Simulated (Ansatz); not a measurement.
# InH (model cell, started as NiAs type): phonons and vibrational spectra, part 2 of 2

How does InH (model cell, started as NiAs type) vibrate, and is this structure a minimum?

Ansatz 0.2.0; DFT PBEsol, scalar-relativistic, plane waves, PAW.

So far. Step 4 (Relaxing to small forces for the phonons): The forces vanish by symmetry and the pressure is 0.000 GPa, within the tolerances set. The cell now holds 14.95 Å³/atom. The relaxed cell has a = 3.326, c = 6.241 Å (conventional setting).

The structure was built from a prototype and need not be the compound's stable phase.

### Step 5. Linear response at the zone centre

The zone centre comes first: it holds the modes that light can see, as far as symmetry allows. No field response is asked, since the mesh shows no gap.

input.yaml reads:

```yaml
crystal:
  lattice:
    - [3.325888386, -2.5922e-06, 0.0]
    - [-1.6629419481, 2.8803051285, 0.0]
    - [0.0, 0.0, 6.2413504719]
  atoms:
    - { symbol: In, position: [0.0, 0.0, 0.0] }
    - { symbol: In, position: [0.0, 0.0, 0.5] }
    - { symbol: H, position: [0.3333333333, 0.6666666667, 0.25] }
    - { symbol: H, position: [0.6666666667, 0.3333333333, 0.75] }
kpoints:
  mp_grid: { grid: [12, 12, 6] }
hamiltonian:
  xc: pbesol
scf:
  occupations: { method: methfessel_paxton, width: 0.15 }
output:
  eigenvalues: true
phonons:
  method: dfpt
```

Command:

```
> ansatz run input.yaml --threads 4 --pin off --max-ram 7168MiB --backend cpu --events-out ev --progress --plain --runs-dir out
```

Numbers of over 12 decimals in the logs are rounded to 6 here.

What it wrote:

```text
[...]
Crystal: 4 atoms, lattice volume = 59.789 Å³
Basis set: ecut = 420 eV, 1185 PW (Γ), exchange–correlation on 48×48×96 points (8 copies of the dense FFT grid, shifted against one another)
Bands: 18, of which v1, the nominal top of the filled ones, is band 14 counted from 1 (13 counted from 0)
Symmetry: 24 space group operations
k-points: 242 of 864 (irreducible under 2 space group operations, time reversal used)
[...]
SCF iter   1: F=—  HF=-11080.237807 eV  |F-HF|=—  |Δ(HF+E_count)|=         —  Δρ=9.16e-3  dr2=4.61e-2  ethr=1.77e-3  ⟨swp⟩=5.4  Hψ=20440  notcnv=0
[...]
SCF iter   9: F=-11080.220438 eV  HF=-11080.220438 eV  |F-HF|=1.82e-12  |Δ(HF+E_count)|=  1.91e-10  S|Δr|=    0.00e0  Δρ=7.60e-8  dr2=2.91e-12  ethr=1.00e-12  ⟨swp⟩=5.6  Hψ=21799  notcnv=0
SCF 1 converged in 9 iterations: F = -11080.220438 eV  dr2 = 2.91e-12
[...]
DFPT response loops at Γ: preconditioner auto → Kerker (q_TF=auto, 2.404 Å⁻¹) (partly filled bands, converged f_vac=0.000); β = 1.00, the filter's whole step (`scf.mixing.beta` (0.50) is not read by the response loops under this deck's `scf.mixing.preconditioner`; to damp them name `kerker` or `kerker_dos`, under which they read `scf.mixing.beta`, and type it under 1.00, their step now; both keys bind the ground state too); Broyden in place of MSR1
SCF converged after 9 iterations
[...]
Free energy (F): -11080.220438 eV
[...]
Internal energy: -11080.220287 eV  (E = F + TS)
E sigma→0 (E₀):  -11080.220400 eV
Entropy (-TS):   -0.000151 eV (-0.038 meV/atom)
Fermi energy:    9.023594 eV
[...]
--- Band table (eV; the first three rows and the last of 242) ---
  k-point 0: bands = [... 10 lower, -1.2283, 2.6958, 3.1684, 12.4961, 14.7712, 14.9720, 17.0456, 17.0456]
  k-point 1: bands = [... 10 lower, -1.1164, 1.6389, 4.4321, 11.5284, 14.8418, 15.3237, 17.1880, 17.1880]
  k-point 2: bands = [... 10 lower, -0.7780, 0.6013, 6.0820, 9.7542, 15.0363, 15.4739, 17.6054, 17.6054]
  k-point 241: bands = [... 10 lower, 3.3001, 3.3001, 7.2943, 7.2943, 9.4965, 9.4965, 12.2243, 12.2243]
--- Phonons (Γ-DFPT): 4 representative perturbations + reference, on 242 of 864 k-points (Σ response iterations 14) ---
  k mesh reduced under 2 symmetry operations, with k and −k counted as one. Each operation leaves every solved perturbation unchanged. A smaller set is not used because it would not reduce the number of displacements times k-points to solve
  ASR residual: 3.087e-5 → 0.000e0 eV/Å²; symmetrization residual: 1.811e-5 eV/Å²
  ASR residual per site (eV/Å²): 3.09e-5 3.09e-5 4.60e-6 4.60e-6
  Γ frequencies (cm⁻¹): -556.82 -336.92 -327.93 -327.93 -228.26 -228.26 -42.26 -42.26 0.00 0.00 0.00 131.93
  non-analytic LO–TO correction: not included (Born effective charges unavailable; polar crystals: no LO–TO splitting at Γ)
```

It took 38 s on 4 threads of Arm Neoverse V1, shared host; peak memory 1.1 GiB.

The column dr2 measures how far the density is from self-consistency, as an energy; F and HF (Harris–Foulkes) agree once it is small.

This step gave:

| Property | Result |
| --- | --- |
| sum-rule residual before enforcement | 3.09e-5 eV/Å² |
| point group | 6/mmm |
| highest optical mode at the zone centre (no LO-TO term) | 131.9 cm⁻¹ |
| lowest optical zone-centre mode | -556.8 cm⁻¹ |

Patterns of degenerate modes are one choice out of their space. The modes at Γ (shares of kinetic energy by element, %) (negative means imaginary):

```tsv
mode	frequency (cm⁻¹)	symmetry	In %	H %
1	-556.8	B1g	0	100
2	-336.9	A2u	1	99
3	-327.9	E1u	1	99
4	-327.9	E1u	1	99
5	-228.3	E2g	0	100
6	-228.3	E2g	0	100
7	-42.3	E2u	100	0
8	-42.3	E2u	100	0
9	0.0	acoustic	99	1
10	0.0	acoustic	99	1
11	0.0	acoustic	99	1
12	131.9	B2u	100	0
```

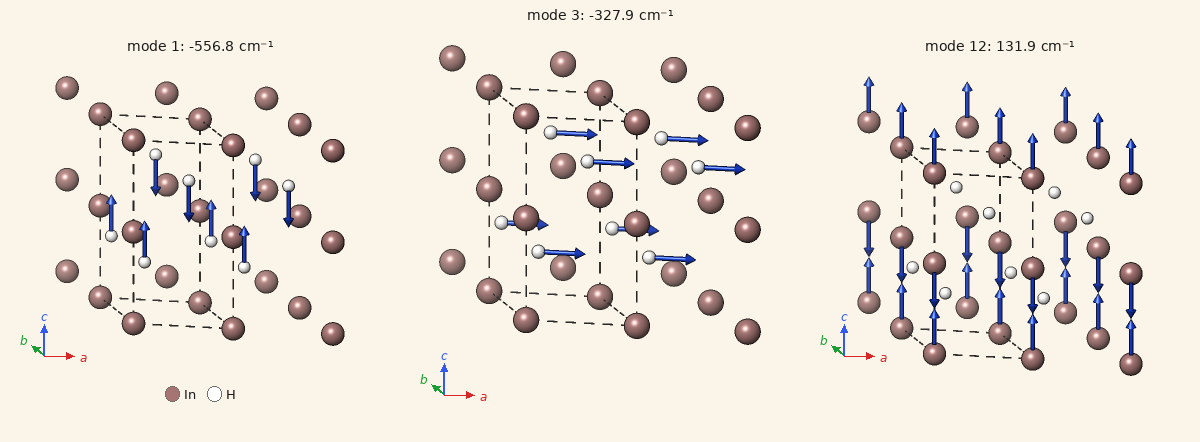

Displacement patterns of modes 1, 3 and 12 at Γ; arrows are exaggerated. 2×2×1 cells are drawn. Some periodic images of atoms are drawn too.

Before it was imposed, the acoustic sum rule was missed by 3.1e-5 eV/Å². Small misses are needed for a sound result but don't prove that mesh and cutoff are converged. The lowest optical mode is imaginary, 556.8i cm⁻¹, so the energy falls along it.

### Step 6. The dispersion

The mesh has a single point along some directions, so zone-edge points there are not solved. Linear response on a 3×3×1 q mesh gives force constants as far as a supercell of that size would.

input.yaml: that of step 5 with these lines changed.

```diff
@@ -20 +20,9 @@
   method: dfpt
+  qmesh: [3, 3, 1]
+  temperatures: { t_max: 1000, t_step: 50 }
+  qpath:
+    path:
+      - [[0.0, 0.0, 0.0], [0.5, 0.0, 0.0], [0.33333333, 0.33333333, 0.0], [0.0, 0.0, 0.0], [0.0, 0.0, 0.5], [0.5, 0.0, 0.5], [0.33333333, 0.33333333, 0.5], [0.0, 0.0, 0.5]]
+      - [[0.5, 0.0, 0.5], [0.5, 0.0, 0.0]]
+      - [[0.33333333, 0.33333333, 0.5], [0.33333333, 0.33333333, 0.0]]
+    npoints: 10
```

What it wrote:

```text
[...]
Crystal: 4 atoms, lattice volume = 59.789 Å³
Basis set: ecut = 420 eV, 1185 PW (Γ), exchange–correlation on 48×48×96 points (8 copies of the dense FFT grid, shifted against one another)
Bands: 18, of which v1, the nominal top of the filled ones, is band 14 counted from 1 (13 counted from 0)
Symmetry: 24 space group operations
k-points: 76 of 864
[...]
SCF iter   1: F=—  HF=-11080.237810 eV  |F-HF|=—  |Δ(HF+E_count)|=         —  Δρ=9.16e-3  dr2=4.61e-2  ethr=1.77e-3  ⟨swp⟩=5.4  Hψ=6443  notcnv=0
[...]
SCF iter   9: F=-11080.220438 eV  HF=-11080.220438 eV  |F-HF|=3.64e-12  |Δ(HF+E_count)|=  1.95e-10  S|Δr|=    0.00e0  Δρ=1.15e-7  dr2=7.74e-12  ethr=1.00e-12  ⟨swp⟩=5.3  Hψ=6998  notcnv=0
SCF 1 converged in 9 iterations: F = -11080.220438 eV  dr2 = 7.74e-12
[...]
phonons: the bands overlap, so this run is a metal and interpolates without the dipole-dipole term. If the crystal is really an insulator or semiconductor, its LO-TO splitting is missing
NSCF: frozen V_eff on 76 k-points
[...]
DFPT response loops at q = (0, 0, 0) (fractional): preconditioner auto → Kerker (q_TF=auto, 2.404 Å⁻¹) (partly filled bands, converged f_vac=0.000); β = 1.00, the filter's whole step (`scf.mixing.beta` (0.50) is not read by the response loops under this deck's `scf.mixing.preconditioner`; to damp them name `kerker` or `kerker_dos`, under which they read `scf.mixing.beta`, and type it under 1.00, their step now; both keys bind the ground state too); Broyden in place of MSR1
[...]
SCF converged after 9 iterations
[...]
Free energy (F): -11080.220438 eV
[...]
Internal energy: -11080.220287 eV  (E = F + TS)
E sigma→0 (E₀):  -11080.220400 eV
Entropy (-TS):   -0.000151 eV (-0.038 meV/atom)
Fermi energy:    9.023595 eV
[...]
--- Band table (eV; the first three rows and the last of 76) ---
  k-point 0: bands = [... 10 lower, -1.2283, 2.6958, 3.1684, 12.4961, 14.7712, 14.9720, 17.0456, 17.0456]
  k-point 1: bands = [... 10 lower, -1.1164, 1.6389, 4.4321, 11.5284, 14.8418, 15.3237, 17.1880, 17.1880]
  k-point 2: bands = [... 10 lower, -0.7780, 0.6013, 6.0820, 9.7542, 15.0363, 15.4739, 17.6054, 17.6054]
  k-point 75: bands = [... 10 lower, 5.0412, 5.0412, 5.9067, 5.9067, 8.2960, 8.2960, 13.3807, 13.3807]
--- Phonons (Γ-DFPT): 4 representative perturbations + reference (Σ response iterations 14) ---
  ASR residual: 6.188e-5 → 0.000e0 eV/Å²; symmetrization residual: 8.775e-7 eV/Å²
  ASR residual per site (eV/Å²): 6.19e-5 6.19e-5 5.71e-5 5.71e-5
[...]
--- Phonons (arbitrary-q DFPT): 3 irreducible q on the 3×3×1 mesh ---
  q = [0.0000, 0.0000, 0.0000] (star 1, of the zone-centre solve; hermiticity 4.52e-7, symmetrization 1.45e-8): -556.82 -336.92 -327.93 -327.93 -228.27 -228.27 -42.26 -42.26 -0.00 -0.00 -0.00 131.93
  q = [0.0000, 0.3333, 0.0000] (star 6, 6 solved perturbations in 3660 linear systems a pass and spin channel, the states on 864 of 864 k-point pairs; hermiticity 2.13e-7, symmetrization 6.59e-8): -684.63 -570.98 -484.58 -350.37 -338.23 -147.05 -43.30 -24.81 53.25 80.53 99.36 123.12
[...]
sum rule: each row above includes the acoustic sum rule's correction from the zone centre's row sums; it moved no ω² by more than (3.92 cm⁻¹)²
  mesh force constants: q→R imaginary residual 0.00e0; ASR residual 6.188e-5 → 0.000e0 eV/Å²; symmetrization residual 2.665e-15 eV/Å²
  interpolated dispersion: 93 rows × 12 modes
  density of states and harmonic sums: on the 21×21×10 q-mesh, interpolated from the force constants of a 3×3×1 supercell (no non-analytic term)
  largest difference from the sums on the solved wave vectors: F 3.64e-1 eV, S 4.73e-4 and C_V 1.12e-4 eV/K
  zero-point energy: 0.023517 eV/cell   skipped modes (ω ≤ 0): 2006, of them read as no rigid motion or as one in doubt: 2003 (6.839e0 modes/cell left out, lowest -684.63 cm⁻¹)   left out of the sums: 5.70e-1 of the cell's modes: C_V's classical limit lies that fraction below 3 k_B per atom; for a crystal, a wire or a layer, F and S can be off by more, and a phonons.interpolated_qmesh denser along its periods is the remedy for the sampling
```

Wall time 3.7 min (4 threads); peak memory 2.4 GiB; 14 min of CPU time.

Numbers from this step:

```yaml
sum_rule_residual_before_enforcement: 6.19e-5 eV/Å²
lowest_mode_on_the_q_mesh_acoustic_modes_at_gamma_apart: -684.6 cm⁻¹
highest_frequency_at_a_solved_wavevector_no_lo_to_term_at_gamma: 131.9 cm⁻¹
```

Frequencies (cm⁻¹) solved at each irreducible wavevector; negative means imaginary. Frequencies by wavevector, by row:

```tsv
q in reciprocal lattice units	star	mode 1	mode 2	mode 3	mode 4	mode 10	mode 11	mode 12
0 0 0	1	-556.8	-336.9	-327.9	-327.9	0	0	131.9
0 0.3333 0	6	-684.6	-571	-484.6	-350.4	80.5	99.4	123.1
0.3333 0.3333 0	2	-600.7	-533.5	-461.9	-461.9	91	91	116.8
```

Symmetry leaves 3 wavevectors to solve. The lowest mode among them, the acoustic zeros apart, lies at q = (0, 0.333, 0) and is imaginary, 684.6i cm⁻¹, so the energy falls along it.

### Step 7. Another isotope, element H, natural mass 1.008 amu

An isotope changes the mass and not the force constants, so no new electronic calculation is needed; the shifts show which modes move this element.

The same force constants with the mass of H changed from 1.008 to 2.014 u (phonopy, no LO-TO term). Both lists are sorted by frequency; levels can cross, so a row need not hold one and the same mode. Modes under 3 cm⁻¹ are left out. Isotope shifts, by row:

```tsv
q	rank	natural mass (cm⁻¹)	changed mass (cm⁻¹)
0 0 0	1	-556.8	-393.9
0 0 0	2	-336.9	-239.4
0 0 0	3	-327.9	-233
0 0 0	4	-327.9	-233
0 0 0	5	-228.3	-161.5
0 0 0	6	-228.3	-161.5
0 0 0	7	-42.26	-42.26
0 0 0	8	-42.26	-42.26
0 0 0	12	131.9	131.9
0 0.3333 0	1	-684.6	-484.6
0 0.3333 0	2	-571	-404.2
0 0.3333 0	3	-484.6	-342.9
0 0.3333 0	4	-350.4	-248.2
0 0.3333 0	5	-338.2	-239.6
0 0.3333 0	6	-147.1	-106.1
0 0.3333 0	7	-43.3	-43.23
0 0.3333 0	8	-24.81	-24.81
0 0.3333 0	9	53.25	52.21
0 0.3333 0	10	80.53	80.49
0 0.3333 0	11	99.36	99.32
0 0.3333 0	12	123.1	122.9
0.3333 0.3333 0	1	-600.7	-424.9
0.3333 0.3333 0	2	-533.5	-377.5
0.3333 0.3333 0	3	-461.9	-327.4
0.3333 0.3333 0	4	-461.9	-327.4
0.3333 0.3333 0	5	-289.1	-204.6
0.3333 0.3333 0	6	-289.1	-204.6
0.3333 0.3333 0	7	-54.13	-54.13
0.3333 0.3333 0	8	86.06	85.9
0.3333 0.3333 0	9	86.06	85.9
0.3333 0.3333 0	10	91.04	91
0.3333 0.3333 0	11	91.05	91
0.3333 0.3333 0	12	116.8	116.8
```

A mode of this element alone would shift by -29.26 %. The highest zone-centre frequency without the field goes from 131.9 to 131.9 cm⁻¹ (+0.0 %).

### Step 8. Another isotope, element In, natural mass 114.818 amu

The same for In, from 114.82 to 112.90 u.

The same force constants with the mass of In changed from 114.818 to 112.904 u (phonopy, no LO-TO term). Both lists are sorted by frequency; levels can cross, so a row need not hold one and the same mode. Modes under 3 cm⁻¹ are left out. Isotope shifts, by row:

```tsv
q	rank	natural mass (cm⁻¹)	changed mass (cm⁻¹)
0 0 0	1	-556.8	-556.8
0 0 0	2	-336.9	-336.9
0 0 0	3	-327.9	-328
0 0 0	4	-327.9	-328
0 0 0	5	-228.3	-228.3
0 0 0	6	-228.3	-228.3
0 0 0	7	-42.26	-42.62
0 0 0	8	-42.26	-42.62
0 0 0	12	131.9	133.1
0 0.3333 0	1	-684.6	-684.6
0 0.3333 0	2	-571	-571
0 0.3333 0	3	-484.6	-484.6
0 0.3333 0	4	-350.4	-350.4
0 0.3333 0	5	-338.2	-338.2
0 0.3333 0	6	-147.1	-147.1
0 0.3333 0	7	-43.3	-43.66
0 0.3333 0	8	-24.81	-25.02
0 0.3333 0	9	53.25	53.68
0 0.3333 0	10	80.53	81.21
0 0.3333 0	11	99.36	100.2
0 0.3333 0	12	123.1	124.2
0.3333 0.3333 0	1	-600.7	-600.7
0.3333 0.3333 0	2	-533.5	-533.5
0.3333 0.3333 0	3	-461.9	-461.9
0.3333 0.3333 0	4	-461.9	-461.9
0.3333 0.3333 0	5	-289.1	-289.1
0.3333 0.3333 0	6	-289.1	-289.1
0.3333 0.3333 0	7	-54.13	-54.58
0.3333 0.3333 0	8	86.06	86.79
0.3333 0.3333 0	9	86.06	86.79
0.3333 0.3333 0	10	91.04	91.81
0.3333 0.3333 0	11	91.05	91.81
0.3333 0.3333 0	12	116.8	117.8
```

A mode of this element alone would shift by +0.84 %. The highest zone-centre frequency without the field goes from 131.9 to 133.1 cm⁻¹ (+0.8 %).

### Step 9. Results

| Item | Value |
| --- | --- |
| space group after relaxation (within 0.01 Å) | P6_3/mmc |
| volume per atom | 14.9 Å³ |
| electronic character | no gap on this mesh |
| highest optical mode at the zone centre (no LO-TO term) | 132 cm⁻¹ |
| lowest optical zone-centre mode | -557 cm⁻¹ |
| lowest mode on the q mesh (acoustic modes at Γ apart) | -685 cm⁻¹ |
| imaginary modes on the 3×3×1 q mesh | yes |

Modes are clearly imaginary (beyond 10i cm⁻¹) at 3 of the 3 irreducible wavevectors, most at q = (0, 0.333, 0) (684.6i cm⁻¹), so this structure is not a minimum of the energy. The optical modes at Γ span -557 to 132 cm⁻¹ (negative means imaginary). The highest mode in this list at Γ, 131.9 cm⁻¹, is mostly motion of In (100 % of the kinetic energy). The q mesh is too sparse to interpolate, so only the solved wavevectors are given. With no gap, or one that is small against the smearing, the frequencies hang on the k mesh and the smearing, most of all near Kohn anomalies. The starting cell was built on a prototype and not taken from a measurement, so the phase need not exist. These are harmonic frequencies at zero temperature: anharmonic shifts, linewidths and thermal expansion are left out.

[Logs are printed without paths, hosts, clocks, repeated set-up lines and the standing remarks that a program may print on its own settings, such as how far it seeks lower states.]

[Hosts, paths, dates, database ids (printed as entryN), source tags and the programs' standing remarks are cut or masked in the printed files.]
